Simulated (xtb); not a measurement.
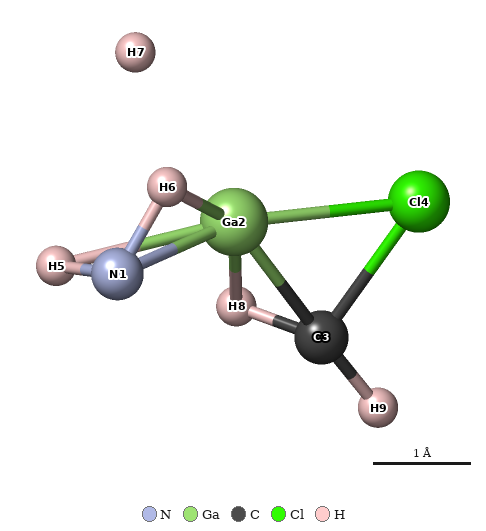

*The input geometry (ball-and-stick view, seen at a tilt; atoms are numbered from 1 in the order of the input). Sticks mark near contacts.*

## Calculation of the molecule and its ions, with input and output: CH₅ClGaN

- system: CH₅ClGaN
- method: GFN2-xTB, ALPB solvent hexadecane (xtb 6.7.1)

The geometry comes from this level: RDKit embedding + UFF.

## Input
```python
import subprocess
from rdkit import Chem
from rdkit.Chem import AllChem

mol = Chem.AddHs(Chem.MolFromSmiles("[NH2][GaH][CH2]Cl"))
AllChem.EmbedMolecule(mol, randomSeed=277)
AllChem.UFFOptimizeMolecule(mol)
Chem.MolToXYZFile(mol, "mol.xyz")
run = subprocess.run(["xtb", "mol.xyz", "--gfn2", "--alpb", "hexadecane", "--molden", "--json", "--vip"], capture_output=True, text=True)
print(run.stdout)
```

## File mol.xyz
```
9

N     -1.771495    0.038839   -1.025501
Ga    -0.165783   -0.397887   -0.273717
C      1.267803    0.795289   -0.201726
Cl     1.841377   -0.878760   -0.373852
H     -1.944228    0.377769   -0.052842
H     -1.440980   -0.948590   -0.944755
H     -0.661266   -1.382563    1.817085
H      0.741094    0.907716    0.768162
H      2.133479    1.488186   -0.234967
```

Launched with:
```bash
python job.py
```

## What the program printed
```
* xtb version 6.7.1
   ID    Z sym.   atoms
    1    7 N      1
    2   31 Ga     2
    3    6 C      3
    4   17 Cl     4
    5    1 H      5-9

           -------------------------------------------------
          |                Calculation Setup                |
           -------------------------------------------------

          program call               : xtb mol.xyz --gfn2 --alpb hexadecane --molden --json --vip
          coordinate file            : mol.xyz
          omp threads                :                     1

molecular fragmentation (1/2 indicates fragments):
111111211
# atoms in fragment 1/2:     8     1
 fragment masses (1/2) :      135.23        1.01
CMA distance (Bohr)    :   4.931
constraining FC (au)   :  0.0500

           -------------------------------------------------
          |                 G F N 2 - x T B                 |
           -------------------------------------------------

      * Hamiltonian:
        H0-scaling (s, p, d)           1.850000    2.230000    2.230000
        zeta-weighting                 0.500000
      * Dispersion:
        s8                             2.700000
        a1                             0.520000
        a2                             5.000000
        s9                             5.000000
      * Repulsion:
        kExp                           1.500000    1.000000
        rExp                           1.000000
      * Coulomb:
        alpha                          2.000000
        third order                    shell-resolved
        anisotropic                    true
        a3                             3.000000
        a5                             4.000000
        cn-shift                       1.200000
        cn-exp                         4.000000
        max-rad                        5.000000

      * Solvation model:               ALPB
        Solvent                        hexadecane
        Parameter file                 internal GFN2-xTB/ALPB
        Dielectric constant                1.8800E+00
        Reference state                gsolv [1 M gas/solution]
        Free energy shift                  4.3969E-03 Eh       2.7591E+00 kcal/mol
        Temperature                        2.9815E+02 K
        Density                            6.6000E-01 kg/L
        Solvent mass                       8.6180E+01 g/mol
        Interaction kernel             P16
        Born radius scaling (c1)           1.2593E+00
        Born radii integrator          GBOBC
        Born offset                        0.0000E+00 a0       0.0000E+00 AA
        H-bond correction              false
        Ion screening                  false
        Surface tension                    1.0000E-05 Eh       1.5569E+01 dyn/cm
        Grid points                               230 per atom

          ...................................................
          :                      SETUP                      :
          :.................................................:
          :  # basis functions                  33          :
          :  # atomic orbitals                  31          :
          :  # shells                           15          :
          :  # electrons                        24          :
          :  max. iterations                   250          :
          :  Hamiltonian                  GFN2-xTB          :
          :  restarted?                      false          :
          :  GBSA solvation                   true          :
          :  PC potential                    false          :
          :  electronic temp.          300.0000000     K    :
          :  accuracy                    1.0000000          :
          :  -> integral cutoff          0.2500000E+02      :
          :  -> integral neglect         0.1000000E-07      :
          :  -> SCF convergence          0.1000000E-05 Eh   :
          :  -> wf. convergence          0.1000000E-03 e    :
          :  Broyden damping             0.4000000          :
          :  net charge                          0          :
          :  unpaired electrons                  0          :
          ...................................................

 iter      E             dE          RMSdq      gap      omega  full diag
   1    -13.2195422 -0.132195E+02  0.126E+01    3.07       0.0  T
   2    -13.2733423 -0.538000E-01  0.932E+00    2.75       1.0  T
   3    -13.2732466  0.956118E-04  0.320E+00    2.83       1.0  T
   4    -13.2771449 -0.389822E-02  0.108E+00    2.87       1.0  T
   5    -13.2790271 -0.188224E-02  0.666E-01    2.91       1.0  T
   6    -13.2790970 -0.698510E-04  0.399E-01    2.88       1.0  T
   7    -13.2790601  0.368706E-04  0.176E-01    2.92       1.0  T
   8    -13.2791504 -0.903543E-04  0.536E-02    2.90       1.0  T
   9    -13.2791500  0.464840E-06  0.393E-02    2.90       1.0  T
  10    -13.2791544 -0.437773E-05  0.174E-02    2.90       1.9  T
  11    -13.2791547 -0.305609E-06  0.101E-02    2.90       3.3  T
  12    -13.2791547 -0.850057E-07  0.586E-03    2.90       5.7  T
  13    -13.2791550 -0.302549E-06  0.238E-03    2.90      14.0  T
  14    -13.2791550 -0.255924E-08  0.728E-04    2.90      45.8  T
  15    -13.2791550  0.142778E-09  0.233E-04    2.90     143.3  T

   *** convergence criteria satisfied after 15 iterations ***

         #    Occupation            Energy/Eh            Energy/eV
      -------------------------------------------------------------
         1        2.0000           -1.1115938             -30.2480
       ...           ...                  ...                  ...
         6        2.0000           -0.5322426             -14.4831
         7        2.0000           -0.5151667             -14.0184
         8        2.0000           -0.4736563             -12.8888
         9        2.0000           -0.4647547             -12.6466
        10        2.0000           -0.4489374             -12.2162
        11        2.0000           -0.3991347             -10.8610
        12        2.0000           -0.3938264             -10.7166 (HOMO)
        13                         -0.2872519              -7.8165 (LUMO)
        14                         -0.1955071              -5.3200
        15                         -0.1408550              -3.8329
        16                         -0.0958520              -2.6083
        17                         -0.0607224              -1.6523
       ...                                ...                  ...
        31                          1.6542445              45.0143
      -------------------------------------------------------------
                  HL-Gap            0.1065746 Eh            2.9000 eV
             Fermi-level           -0.3405392 Eh           -9.2665 eV

 SCC (total)                   0 d,  0 h,  0 min,  0.004 sec
 SCC setup                      ...        0 min,  0.000 sec (  4.379%)
 Dispersion                     ...        0 min,  0.000 sec (  0.745%)
 classical contributions        ...        0 min,  0.000 sec (  0.171%)
 integral evaluation            ...        0 min,  0.001 sec ( 15.884%)
 iterations                     ...        0 min,  0.002 sec ( 51.580%)
 molecular gradient             ...        0 min,  0.001 sec ( 25.407%)
 printout                       ...        0 min,  0.000 sec (  1.670%)

         :::::::::::::::::::::::::::::::::::::::::::::::::::::
         ::                     SUMMARY                     ::
         :::::::::::::::::::::::::::::::::::::::::::::::::::::
         :: total energy             -13.186633607981 Eh    ::
         :: total w/o Gsasa/hb       -13.181260868363 Eh    ::
         :: gradient norm              0.123704694111 Eh/a0 ::
         :: HOMO-LUMO gap              2.900041553732 eV    ::
         ::.................................................::
         :: SCC energy               -13.279149524126 Eh    ::
         :: -> isotropic ES            0.020164151746 Eh    ::
         :: -> anisotropic ES          0.007204879425 Eh    ::
         :: -> anisotropic XC          0.005871171046 Eh    ::
         :: -> dispersion             -0.006099081944 Eh    ::
         :: -> Gsolv                  -0.007937912292 Eh    ::
         ::    -> Gelec               -0.002565172674 Eh    ::
         ::    -> Gsasa               -0.009769666697 Eh    ::
         ::    -> Ghb                  0.000000000000 Eh    ::
         ::    -> Gshift               0.004396927079 Eh    ::
         :: repulsion energy           0.092515916145 Eh    ::
         :: add. restraining           0.000000000000 Eh    ::
         :: total charge              -0.000000000000 e     ::
         :::::::::::::::::::::::::::::::::::::::::::::::::::::

           -------------------------------------------------
          |        vertical delta SCC IP calculation        |
           -------------------------------------------------

 iter      E             dE          RMSdq      gap      omega  full diag
   1    -12.7661228 -0.127661E+02  0.360E+00    2.90       0.0  T
   2    -12.7186789  0.474439E-01  0.823E+00    2.74       1.0  T
   3    -12.7342185 -0.155396E-01  0.778E+00    2.78       1.0  T
   4    -12.7479247 -0.137062E-01  0.667E+00    2.91       1.0  T
   5    -12.7188573  0.290674E-01  0.567E+00    2.26       1.0  T
   6    -12.7425271 -0.236698E-01  0.564E+00    2.45       1.0  T
   7    -12.7767579 -0.342309E-01  0.542E+00    2.88       1.0  T
   8    -12.8167521 -0.399942E-01  0.268E+00    3.13       1.0  T
   9    -12.8105853  0.616680E-02  0.337E+00    3.12       1.0  T
  10    -12.8107262 -0.140845E-03  0.334E+00    3.12       1.0  T
  11    -12.7733906  0.373356E-01  0.743E+00    2.99       1.0  T
  12    -12.7828673 -0.947674E-02  0.542E+00    3.09       1.0  T
  13    -12.7876033 -0.473603E-02  0.464E+00    3.03       1.0  T
  14    -12.8201242 -0.325209E-01  0.600E-01    3.15       1.0  T
  15    -12.8206433 -0.519054E-03  0.626E-01    3.15       1.0  T
  16    -12.8203086  0.334684E-03  0.651E-01    3.14       1.0  T
  17    -12.8214611 -0.115254E-02  0.446E-01    3.15       1.0  T
  18    -12.8216157 -0.154561E-03  0.120E-01    3.15       1.0  T
  19    -12.8215177  0.979856E-04  0.249E-01    3.15       1.0  T
  20    -12.8216165 -0.987616E-04  0.124E-01    3.15       1.0  T
  21    -12.8216302 -0.137131E-04  0.589E-02    3.15       1.0  T
  22    -12.8216180  0.122334E-04  0.995E-02    3.15       1.0  T
  23    -12.8216299 -0.119940E-04  0.492E-02    3.15       1.0  T
  24    -12.8216327 -0.276108E-05  0.285E-02    3.15       1.2  T
  25    -12.8216342 -0.144105E-05  0.127E-03    3.15      26.2  T
  26    -12.8216341  0.588541E-08  0.182E-03    3.15      18.3  T
  27    -12.8216341 -0.227355E-08  0.168E-03    3.15      19.8  T
  28    -12.8216342 -0.599754E-08  0.321E-04    3.15     103.9  T
  29    -12.8216341  0.431568E-08  0.164E-03    3.15      20.4  T
  30    -12.8216342 -0.324338E-08  0.821E-04    3.15      40.6  T
     SCC iter.                  ...        0 min,  0.004 sec
     gradient                   ...        0 min,  0.001 sec
------------------------------------------------------------------------
empirical IP shift (eV):    4.8455
delta SCC IP (eV):    7.6043
------------------------------------------------------------------------
           -------------------------------------------------
          |                Property Printout                |
           -------------------------------------------------

    * Orbital Energies and Occupations

         #    Occupation            Energy/Eh            Energy/eV
      -------------------------------------------------------------
         1        2.0000           -1.2116138             -32.9697
         2        2.0000           -0.7765568             -21.1312
         3        2.0000           -0.7425150             -20.2049
         4        2.0000           -0.6895239             -18.7629
         5        2.0000           -0.6598144             -17.9545
         6        2.0000           -0.6461100             -17.5815
         7        2.0000           -0.6360259             -17.3071
         8        2.0000           -0.5907013             -16.0738
         9        2.0000           -0.5838717             -15.8880
        10        2.0000           -0.5701552             -15.5147
        11        1.7650           -0.5243605             -14.2686
        12        1.2350           -0.5221183             -14.2076 (HOMO)
        13                         -0.4063721             -11.0579 (LUMO)
        14                         -0.3131961              -8.5225
        15                         -0.2575492              -7.0083
        16                         -0.2032179              -5.5298
        17                         -0.1734722              -4.7204
        18                         -0.1630451              -4.4367
        19                         -0.1592143              -4.3324
        20                         -0.1481009              -4.0300
        21                         -0.1253286              -3.4104
        22                         -0.1136745              -3.0932
        23                         -0.0664574              -1.8084
       ...                                ...                  ...
        31                          1.5423196              41.9687
      -------------------------------------------------------------
                  HL-Gap            0.1157462 Eh            3.1496 eV
             Fermi-level           -0.4937423 Eh          -13.4354 eV

     #   Z          covCN         q      C6AA      α(0)
     1   7 N        2.523    -0.247    26.472     7.641
     2  31 Ga       4.285     0.002   218.747    33.168
     3   6 C        3.604    -0.053    22.114     6.798
     4  17 Cl       1.681     0.308    90.451    14.550
     5   1 H        1.253     0.286     0.747     1.350
     6   1 H        1.765     0.301     0.700     1.306
     7   1 H        0.007     0.073     5.104     4.131
     8   1 H        1.423     0.166     1.278     1.765
     9   1 H        0.922     0.163     1.307     1.788

 Mol. C6AA /au·bohr⁶  :       1586.265129
 Mol. C8AA /au·bohr⁸  :      81358.744001
 Mol. α(0) /au        :         72.496579

Wiberg/Mayer (AO) data.
largest (>0.10) Wiberg bond orders for each atom

 ---------------------------------------------------------------------------
     #   Z sym  total        # sym  WBO       # sym  WBO       # sym  WBO
 ---------------------------------------------------------------------------
     1   7 N    3.025 --     2 Ga   1.171     5 H    0.806     6 H    0.717
                             4 Cl   0.141     7 H    0.101
     2  31 Ga   3.544 --     1 N    1.171     4 Cl   0.804     3 C    0.644
                             7 H    0.495     6 H    0.173     8 H    0.116
                             5 H    0.106
     3   6 C    3.448 --     9 H    0.911     4 Cl   0.900     8 H    0.811
                             2 Ga   0.644     7 H    0.102
     4  17 Cl   1.924 --     3 C    0.900     2 Ga   0.804     1 N    0.141
     5   1 H    0.918 --     1 N    0.806     2 Ga   0.106
     6   1 H    0.909 --     1 N    0.717     2 Ga   0.173
     7   1 H    0.754 --     2 Ga   0.495     3 C    0.102     1 N    0.101
     8   1 H    0.962 --     3 C    0.811     2 Ga   0.116
     9   1 H    0.967 --     3 C    0.911
 ---------------------------------------------------------------------------

Topologies differ in total number of bonds
Writing topology from bond orders to xtbtopo.mol

MOs/occ written to file <molden.input>

molecular dipole:
                 x           y           z       tot (Debye)
 q only:        0.701      -0.396       0.135
   full:        1.376      -1.033       0.211       4.406
molecular quadrupole (traceless):
                xx          xy          yy          xz          yz          zz
 q only:        7.068       1.944      -1.514      -1.517       1.385      -5.554
  q+dip:        7.411       1.460      -1.889      -3.648       2.028      -5.522
   full:        6.394       1.569       0.592      -3.577       5.604      -6.985

           -------------------------------------------------
          | TOTAL ENERGY              -12.729112709889 Eh   |
          | GRADIENT NORM               0.122090039205 Eh/α |
          | HOMO-LUMO GAP               3.149614251669 eV   |
           -------------------------------------------------

------------------------------------------------------------------------
------------------------------------------------------------------------
 total:
 *  cpu-time:     0 d,  0 h,  0 min,  0.017 sec
 * ratio c/w:     1.000 speedup
 SCF:
 *  cpu-time:     0 d,  0 h,  0 min,  0.010 sec
 * ratio c/w:     1.000 speedup
```

## Summary

```csv
quantity,value
outcome,converged
electrons treated,24
total energy,−13.186634 hartree
dispersion energy,−0.006099 hartree
solvation energy,−0.007938 hartree
basis functions,33
hardware,"1 thread of Intel Xeon (Granite Rapids), 16 GiB of memory available, shared host"
peak memory,0.079 GiB
```
